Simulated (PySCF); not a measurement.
**C₆H₄O₂, SMILES `O=C1C=CC(=O)C=C1`: what the electrons do**

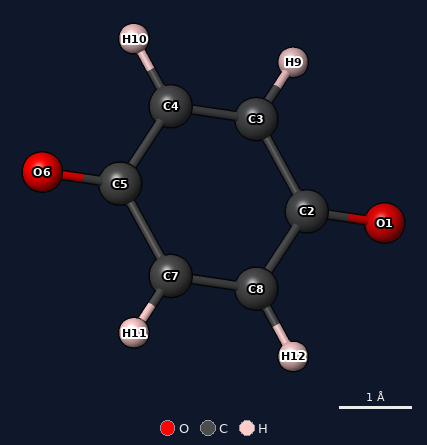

The molecule, with its atoms numbered as below. No frequency check shows the geometry to be a minimum.

Coordinates in Å:

```
O1       2.6682    0.0000    0.0000
C2       1.4541   -0.0000    0.0000
C3       0.6673    1.2495    0.0000
C4      -0.6673    1.2495    0.0000
C5      -1.4541   -0.0000    0.0000
O6      -2.6682    0.0000    0.0000
C7      -0.6673   -1.2495    0.0000
C8       0.6673   -1.2495    0.0000
H9       1.2407    2.1662    0.0000
H10     -1.2407    2.1662    0.0000
H11     -1.2407   -2.1662    0.0000
H12      1.2407   -2.1662    0.0000
```

## 1. Bonding charge

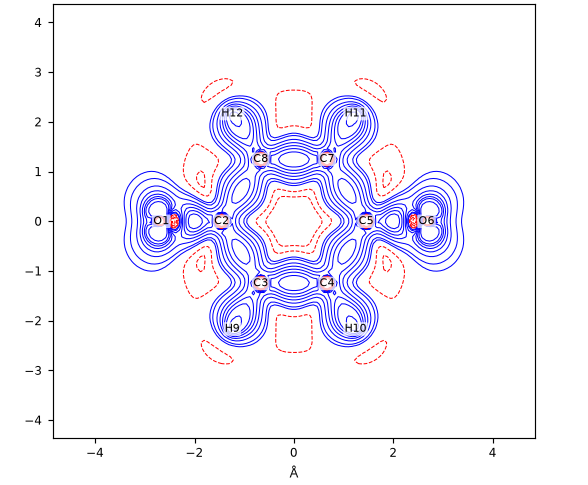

Deformation density (molecule less spherical, spin-averaged free atoms) in the molecular plane; contours at ±0.05 to ±0.8 e/Å³; solid blue lines: gain, dashed red lines: loss.

Method: PBE0/def2-SVPD; geometry: GFN2-xTB; program: PySCF.

**How much density has each bond in this plane gained at its critical point, relative to the free atoms?**

C3–H9, C4–H10, C7–H11 and C8–H12: +0.75 e/Å³ at the bond critical point (bond length 1.08 Å). C3–C4 and C7–C8: +0.71 e/Å³ at the bond critical point (bond length 1.33 Å). O1–C2 and C5–O6: +0.62 e/Å³ at the bond critical point (bond length 1.21 Å). C2–C8, C5–C7, C2–C3 and C4–C5: +0.57 e/Å³ at the bond critical point (bond length 1.48 Å). In all, 3.1 electrons gather in the regions of gain relative to the promolecule.

**Where do the Hirshfeld charges lie?**

The highest Hirshfeld charge is on C2 and C5 (+0.15 e), the lowest on O1 and O6 (−0.23 e).

```tsv
atom	charge (e)
O1	−0.23
C2	+0.15
C3	−0.03
C4	−0.03
C5	+0.15
O6	−0.23
C7	−0.03
C8	−0.03
H9	+0.07
H10	+0.07
H11	+0.07
H12	+0.07
```

## 2. Bond critical points

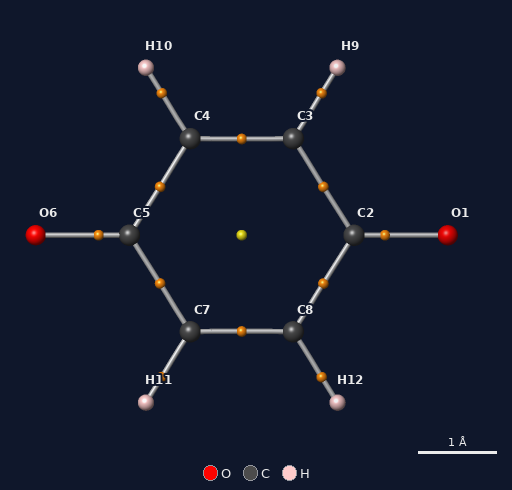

Molecular graph of the electron density (QTAIM): bond paths, bond critical points (orange), ring points (yellow, if any); weak paths are dashed.

**How many critical points of each kind are there, and does the count close?**

12 nuclei, 12 bond, 1 ring and 0 cage critical points: 12 − 12 + 1 − 0 = 1, as the Poincaré–Hopf relation requires.

**Give the properties at the bond critical points.**

| bond | length (Å) | ρ (a.u.) | ∇²ρ (a.u.) | ε | H (a.u.) |
| --- | --- | --- | --- | --- | --- |
| O1–C2 (2 alike) | 1.214 | 0.407 | +0.27 | 0.05 | −0.717 |
| C3–C4 (2 alike) | 1.335 | 0.341 | −0.91 | 0.30 | −0.360 |
| C3–H9 (4 alike) | 1.081 | 0.285 | −1.12 | 0.00 | −0.315 |
| C2–C8 (4 alike) | 1.477 | 0.274 | −0.69 | 0.08 | −0.236 |

**What kind of interaction is C3–C4?**

Shared-shell (covalent): ρ = 0.341, ∇²ρ = −0.91, H = −0.360 a.u. Its ellipticity of 0.30 shows that the density isn't cylindrical about the bond.

## 3. Electrostatic potential

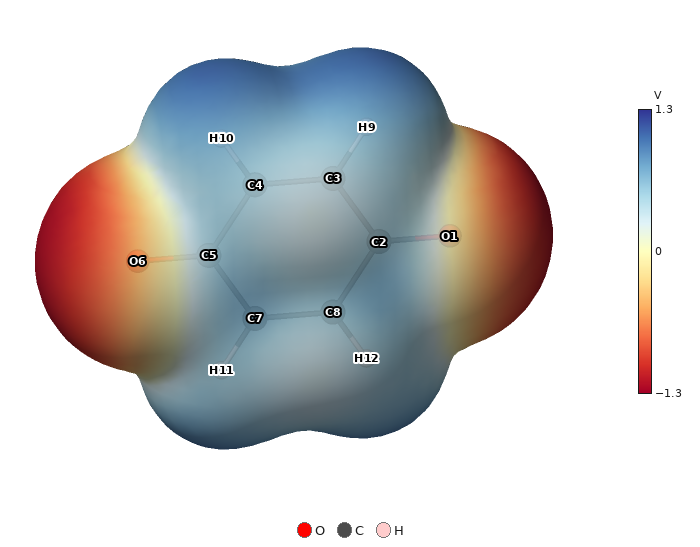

Electrostatic potential on the surface of electron density 0.001 a.u.

**Where are the extremes of the potential on the surface?**

Highest: 1.09 V, 1.3 Å from H9, and at like points elsewhere. Further maxima include 0.73 V, off the molecular plane, over C5 (1.9 Å). Lowest: −1.22 V, 1.7 Å from O6, and at like points elsewhere. Further minima include 0.24 V, off the C3–C4 bond (2.1 to 2.2 Å from its atoms), and at like points elsewhere. The surface is sampled at points, so like sites can differ by a few per cent and only the strongest of them is named.

**What volume does the surface enclose, and what is the dipole moment?**

About 129 Å³; the dipole moment is 0.0 D.

The PySCF run shown took 19 s on 1 thread of Intel(R) Xeon(R) 6975P-C (Granite Rapids), with other jobs on the host.
